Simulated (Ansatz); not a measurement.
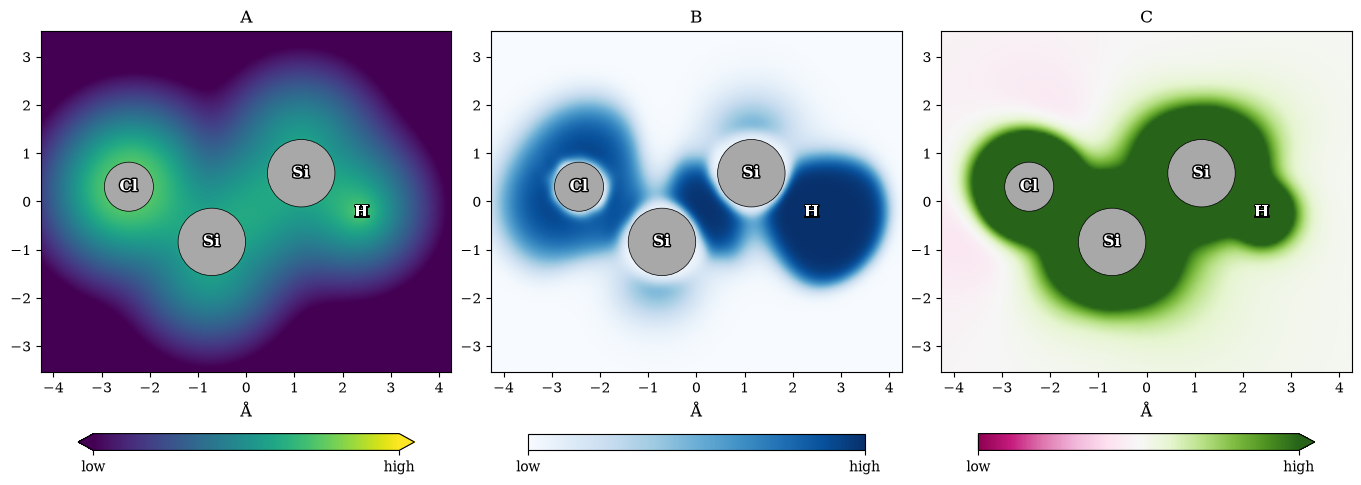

ClH$_{5}$Si$_{2}$···H$_{2}$: 3 fields on the plane of atoms Si1, Si7 and H8, with unlabelled colour scales. Grey discs cover the atomic cores.

The product side of a reaction path; geometry: PBE0-D4/def2-TZVP.

The calculation used RKS PBE0-D4/def2-TZVPP (Ansatz 0.2.0).

```xyz
10

Si   -0.5233    1.1272   -0.1916
H    -0.7698   -1.8997   -1.9230
H    -1.8743    0.5135   -0.2340
H    -0.6535    2.5478    0.2205
Cl    0.2387    1.1036   -2.1117
H    -1.0646   -2.4474   -1.5098
Si    0.9302   -0.0502    1.2108
H     0.3903   -0.0465    2.5976
H     1.0617   -1.4521    0.7378
H     2.2646    0.6038    1.2033
```

**Which field does each panel show? The fields are: electron density, electron localisation function and electrostatic potential.**

Panel A: electron density. Panel B: electron localisation function. Panel C: electrostatic potential (strongly positive close to the atoms and fading to about zero outside). From the grid: Si–Cl (2.07 Å): ρ at the midpoint is about 0.88 e/Å³; the ELF peaks at about 0.85 between the atoms, as expected for a shared but strongly polarised pair. Si–Si (2.34 Å): ρ at the midpoint is about 0.65 e/Å³; the ELF peaks at about 1 between the atoms: a covalent bond.
